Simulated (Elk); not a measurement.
Band structure of Cr (Im-3m, 1 atom in the cell).

```
Cr
1.0
   -1.41840     1.41840     1.41840
    1.41840    -1.41840     1.41840
    1.41840     1.41840    -1.41840
Cr
1
Direct
  0.00000   0.00000   0.00000
```
Moments meant for the start (each program seeds them in its own way; μB, in the order of the atoms Cr): 3.0.

Method: PBE, all-electron FP-LAPW, Elk's shipped species files, APW+lo basis with extra local orbitals (Elk 10.2.4).

Settings: xctype = 20; spinpol = true; rgkmax = 8; swidth = 0.00367493 Ha; ngridk = 13 13 13; reducebf = 0.7; gmaxvr = 16 1/bohr; nxlo = 2; lorbcnd = true; rmtscf = 0.91; lmaxi = 2; nempty = 12 per atom; maxscl = 100; bfcmt = [[0.0, 0.0, -1.5]].

The starting cell was generated: these elements placed on a structure prototype, without a prior relaxation; it need not be a known phase or ordering of this composition. Its lattice was rescaled by a random factor within 2.5 % of one. The starting moments vanished: the run ended non-magnetic, which need not be the lowest state. Values depend on the basis (sphere radii, cutoffs, local orbitals), which need not be converged.

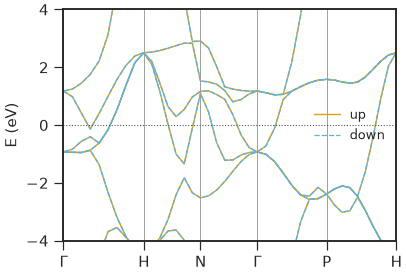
Figure: Bands along the path, energies from the Fermi level.

Levels in eV from the Fermi level, bands 4 to 11 of the first spin channel:
| point | 4 | 5 | 6 | 7 | 8 | 9 | 10 | 11 |
|---|---|---|---|---|---|---|---|---|
| Γ | -42.67 | -7.96 | -0.93 | -0.93 | -0.93 | 1.18 | 1.18 | 22.36 |
| H | -43.33 | -4.42 | -4.42 | 2.50 | 2.50 | 2.50 | 10.64 | 10.64 |
| N | -42.67 | -4.53 | -2.52 | 1.09 | 1.17 | 1.52 | 2.91 | 10.03 |
| P | -43.14 | -2.39 | -2.39 | -2.39 | 1.58 | 1.58 | 10.34 | 10.34 |

Bands cross the Fermi level along this path, so the cell is metallic at this level.

The net moment of the cell came out as 0.00 μB.
